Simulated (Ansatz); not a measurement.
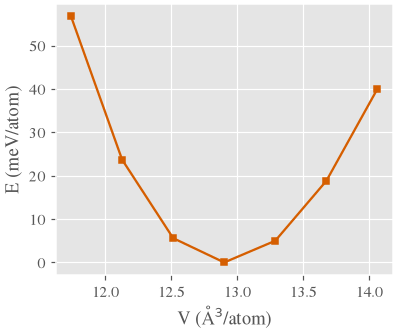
Fig. 1. CdO (rock salt, Fm-3m) under volume change, the program Ansatz at the PBEsol level (PAW), scaled uniformly.

Task: What does a third-order Birch–Murnaghan fit give for V₀, B₀ and B′?

Result: V₀ = 12.90 Å³/atom, B₀ = 145 GPa, B′ = 4.8.

The PBEsol relaxation kept the symmetry of its start.

Potentials: the earlier of the program's two PAW sets. The files were generated under PBE; for other functionals the program regenerates the frozen cores, and for LDA and PBEsol the local potential too.
